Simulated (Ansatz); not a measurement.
**SnH2BrCl3O: nudged elastic band**

The run: nudged elastic band of SnH2BrCl3O. Method and program: RKS BHLYP-D4/def2-SVP (Ansatz 0.2.0).

One setting was made poor on purpose. It belongs to a series of runs on one base structure; here: an input spoilt on purpose.

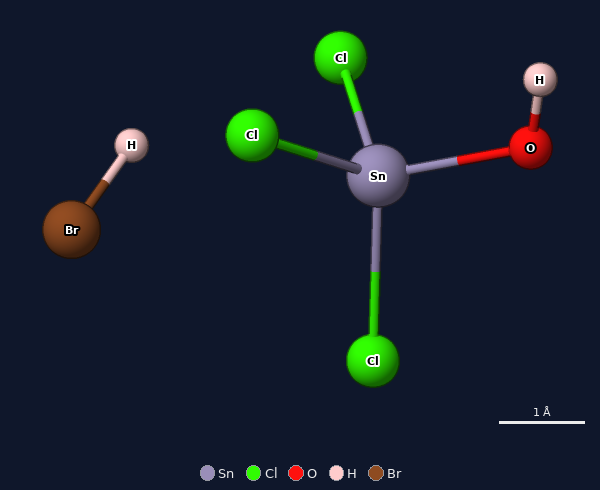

**Figure 1.** The structure as given in the input (ball-and-stick view, seen at a tilt). Sticks mark near contacts. Bond lengths as drawn: Br–H 1.42 Å, Cl–Sn 2.30 to 2.33 Å, H–O 0.96 Å and O–Sn 1.94 Å.

## What the run reported

```tsv
quantity	value
outcome	refused by the program
hardware	4 threads of Arm Neoverse V1, 24 GiB of memory available, shared host
```

## What went wrong

The program refused the input: “8 input errors — fix all and re-run 1. invalid value for `neb.final_atoms`: atom 0 takes position alone, and under basis.gaussian position_ang alone 2. invalid value for `neb.final_atoms`: atom 1 takes position alone, and under basis.gaussian position_ang alone 3. invalid value for `neb.final_atoms`: atom 2 takes position alone, and under basis.gaussian position_ang alone 4 …” A deliberately poor setting: bad input.

## Input
```yaml
crystal:
  periodic: [false, false, false]
  atoms:
    - { symbol: Sn, position_ang: [0.202687, -0.036137, -0.093513] }
    - { symbol: Cl, position_ang: [0.298435, -0.060532, 2.233595] }
    - { symbol: O, position_ang: [2.015182, -0.028185, -0.792239] }
    - { symbol: H, position_ang: [2.472108, -0.867632, -0.74474] }
    - { symbol: Cl, position_ang: [-0.785049, 1.905364, -0.831956] }
    - { symbol: Cl, position_ang: [-0.897259, -1.940715, -0.80828] }
    - { symbol: Br, position_ang: [-3.439444, 0.049655, 1.488673] }
    - { symbol: H, position_ang: [-2.406361, 0.026082, 2.457561] }
basis:
  gaussian: { orbitals: def2-SVP }
hamiltonian:
  xc: { name: BHLYP }
  dispersion: d4
neb:
  order_check: false
  images: 5
  f_tol: 0.5
  max_iterations: 8
  final_atoms:
    - { symbol: Sn, position: [-0.64726834, -0.32093041, -0.67312606] }
    - { symbol: Cl, position: [0.50003539, 0.88985795, 2.73271416] }
    - { symbol: O, position: [1.09236406, -0.87752458, -0.02471868] }
    - { symbol: H, position: [1.32278123, -0.47361747, 0.8155822] }
    - { symbol: Cl, position: [-0.72533953, 1.94031476, -1.16670316] }
    - { symbol: Cl, position: [-1.05415349, -1.53779824, -2.59196985] }
    - { symbol: Br, position: [-2.42137318, -0.81995901, 0.98212455] }
    - { symbol: H, position: [-0.60674713, 0.24755701, 2.83519783] }
  initial_path: idpp
```

Run as:
```bash
ansatz run input.yaml --threads 4 --pin off --max-ram 5120MiB --backend cpu --events-out ev --progress --plain --runs-dir out
```

## The program's output
```
Error: 8 input errors — fix all and re-run
  1. invalid value for `neb.final_atoms`: atom 0 takes position alone, and under basis.gaussian position_ang alone
  2. invalid value for `neb.final_atoms`: atom 1 takes position alone, and under basis.gaussian position_ang alone
  3. invalid value for `neb.final_atoms`: atom 2 takes position alone, and under basis.gaussian position_ang alone
  4. invalid value for `neb.final_atoms`: atom 3 takes position alone, and under basis.gaussian position_ang alone
  5. invalid value for `neb.final_atoms`: atom 4 takes position alone, and under basis.gaussian position_ang alone
  6. invalid value for `neb.final_atoms`: atom 5 takes position alone, and under basis.gaussian position_ang alone
  7. invalid value for `neb.final_atoms`: atom 6 takes position alone, and under basis.gaussian position_ang alone
  8. invalid value for `neb.final_atoms`: atom 7 takes position alone, and under basis.gaussian position_ang alone
```
